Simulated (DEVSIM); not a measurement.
Device: Ru/Al2O3/SiO2/n-Si capacitor, at 300 K.

```csv
layer (left to right),material,thickness (nm),Nd (cm⁻³)
1,Al2O3,2.00,-
2,SiO2,0.650,-
3,Si,1800,9.8e16
```

Metal gate on the left, work function 4.7 eV. Fixed charge at the semiconductor interface -3.1e11 cm⁻² (in units of +e); no interface traps.

The device is made up for the run: typed textbook-type constants, with dimensions and the other settings drawn at random. Values at 300 K.

```tsv
parameter	Al2O3	SiO2	Si
gap (eV)	6.8	9	1.124
affinity (eV)	1.35	0.9	4.05
permittivity	9	3.9	11.7
Nc (cm⁻³)	-	-	2.86e19
Nv (cm⁻³)	-	-	3.1e19
```

Simulated with DEVSIM: 1D Poisson equation in equilibrium, Boltzmann statistics, complete ionisation; no quantum confinement or tunnelling. Metal contacts follow the ideal Schottky-Mott rule: no Fermi-level pinning, no interface dipoles.

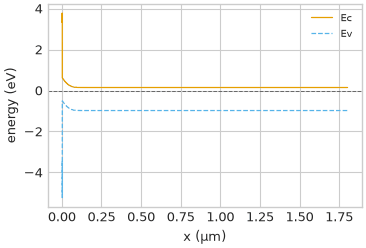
Band edges at 0.0 V on the gate

Energies count from the Fermi level of the right contact; mesh points crowd at the junctions.

```tsv
x (μm)	Ec (eV)	Ev (eV)	n (cm⁻³)	p (cm⁻³)	field (V/cm)
0.000	3.350	-3.450	< 1e2	< 1e2	-89000
0.0007845	3.343	-3.457	< 1e2	< 1e2	-89000
0.001488	3.337	-3.463	< 1e2	< 1e2	-89000
0.002213	3.778	-5.222	< 1e2	< 1e2	-210000
0.002818	0.617	-0.507	1.2e9	9.4e10	-120000
0.004196	0.601	-0.523	2.3e9	5.1e10	-110000
0.007002	0.570	-0.554	7.7e9	1.5e10	-110000
0.01572	0.480	-0.644	2.5e11	4.7e8	-97000
0.03046	0.354	-0.770	3.2e13	3600000	-74000
0.06047	0.199	-0.925	1.3e16	8900	-30000
0.1216	0.147	-0.977	9.5e16	1200	-520
0.3010	0.147	-0.977	9.8e16	1200	≈ 0
0.6114	0.147	-0.977	9.8e16	1200	≈ 0
1.139	0.147	-0.977	9.8e16	1200	≈ 0
1.546	0.147	-0.977	9.8e16	1200	≈ 0
1.677	0.147	-0.977	9.8e16	1200	≈ 0
1.742	0.147	-0.977	9.8e16	1200	≈ 0
1.773	0.147	-0.977	9.8e16	1200	≈ 0
1.792	0.147	-0.977	9.8e16	1200	≈ 0
1.798	0.147	-0.977	9.8e16	1200	≈ 0
1.801	0.147	-0.977	9.8e16	1200	≈ 0
1.803	0.147	-0.977	9.8e16	1200	≈ 0
```
